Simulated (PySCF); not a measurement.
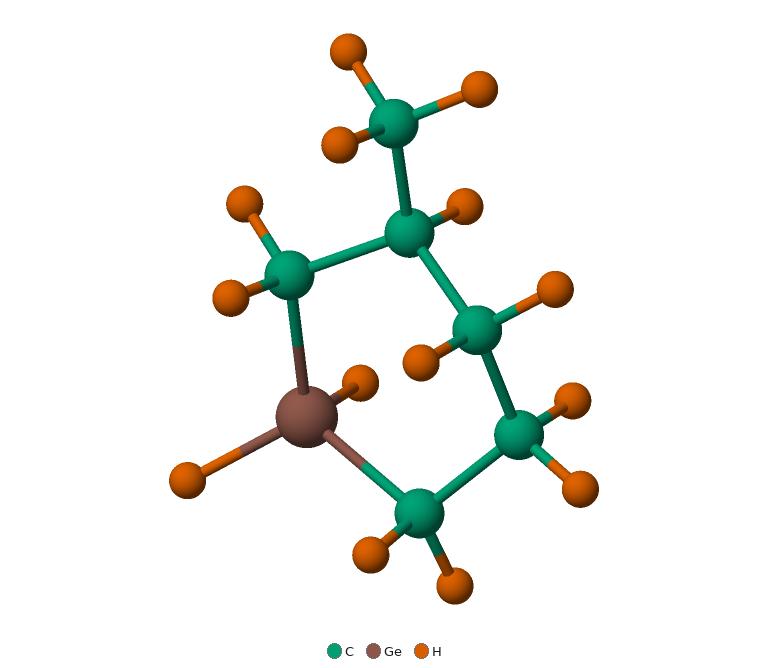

Figure made from data computed with PySCF.

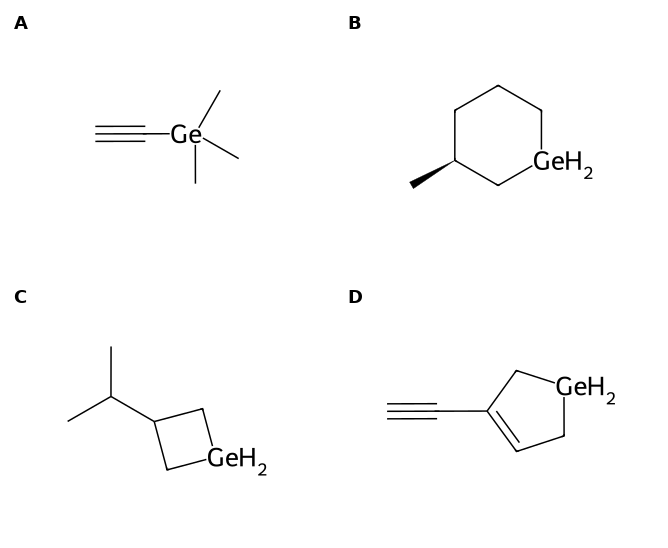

The first picture shows one of the molecules drawn in the second. Which?

Answer. B, `C[C@H]1CC[CH2][GeH2][CH2]1`.
